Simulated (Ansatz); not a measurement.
**CH$_{5}$OSi (SMILES C[SiH2][O-]) (charge −1): density, localisation and related maps**

Input file:

```
crystal:
  periodic: [false, false, false]
  atoms:
    - {symbol: C, position_ang: [-0.533285, 0.712231, -0.404360]}
    - {symbol: Si, position_ang: [0.590296, -0.647422, 0.329263]}
    - {symbol: O, position_ang: [2.068026, -0.678999, -0.180485]}
    - {symbol: H, position_ang: [-0.602028, 0.608538, -1.492774]}
    - {symbol: H, position_ang: [-1.546643, 0.655379, 0.012845]}
    - {symbol: H, position_ang: [-0.126204, 1.705906, -0.187528]}
    - {symbol: H, position_ang: [0.392578, -0.443033, 1.836882]}
    - {symbol: H, position_ang: [-0.242751, -1.912610, 0.086146]}
basis:
  gaussian: {orbitals: "def2-TZVPPD.json"}
total_charge: -1
hamiltonian: {xc: pbe0, dispersion: d4}
output: {orbitals: {seedname: orbitals}}
```

Command:

```sh
ansatz run in.yaml --threads 2 --pin off --events-out ev --progress --plain --max-ram 4352MiB
```

Geometry: PBE0-D4/def2-TZVPD.

Method: RKS PBE0-D4/def2-TZVPPD in Ansatz 0.2.0.

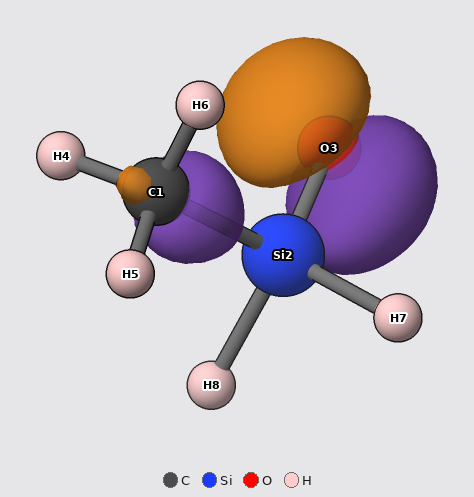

Figure 1. The HOMO−1 at ±0.2 Å⁻³ᐟ² (orange and purple are the two phases), seen at an oblique angle.

Where does this orbital lie, and at what energy?

Its weight (Hirshfeld) is mainly on O3 (about 70 %), Si2 (about 15 %) and C1 (about 10 %); largely a lone pair of O3. Its energy is −1.33 eV.

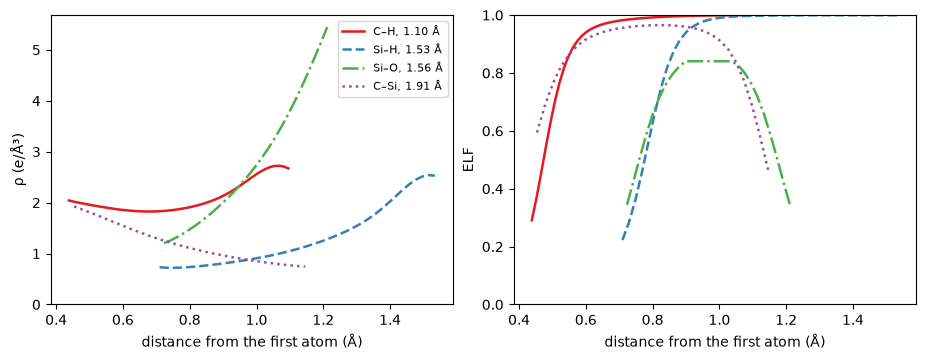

Figure 2. Electron density and electron localisation function along straight lines between neighbouring atoms. The curves leave out the atomic cores.

Compare the contacts.

C–H (1.10 Å): ρ is about 1.9 e/Å³ halfway; the ELF climbs to about 1 towards the hydrogen, as it does in any bond to H (an ordinary covalent bond to hydrogen).
Si–H (1.53 Å): the density is about 0.72 e/Å³ at the midpoint; the ELF climbs to about 1 towards the hydrogen.
Si–O (1.56 Å): ρ is about 1.4 e/Å³ halfway; the ELF peaks at about 0.85 between the atoms; a short, strongly polar bond.
C–Si (1.91 Å): ρ is about 0.9 e/Å³ halfway; the ELF peaks at about 0.95 between the atoms; a shared electron pair.

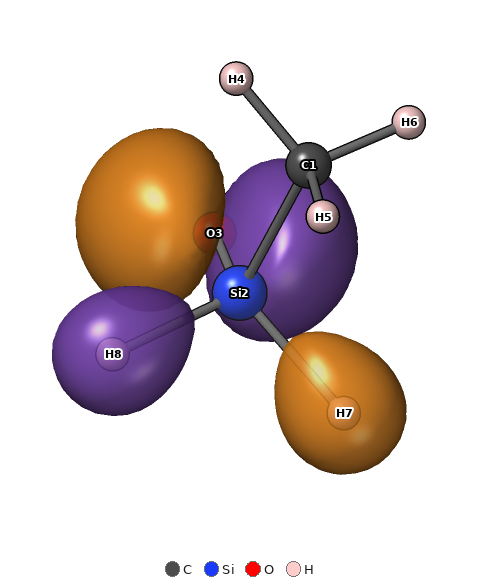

Figure 3. The HOMO at ±0.15 Å⁻³ᐟ² (orange and purple are the two phases), seen at an oblique angle.

Where does this orbital lie, and at what energy?

It lies mainly on O3 (about 70 %), H7 (about 5 %) and H8 (about 5 %); largely a lone pair of O3. Its energy is −1.29 eV.
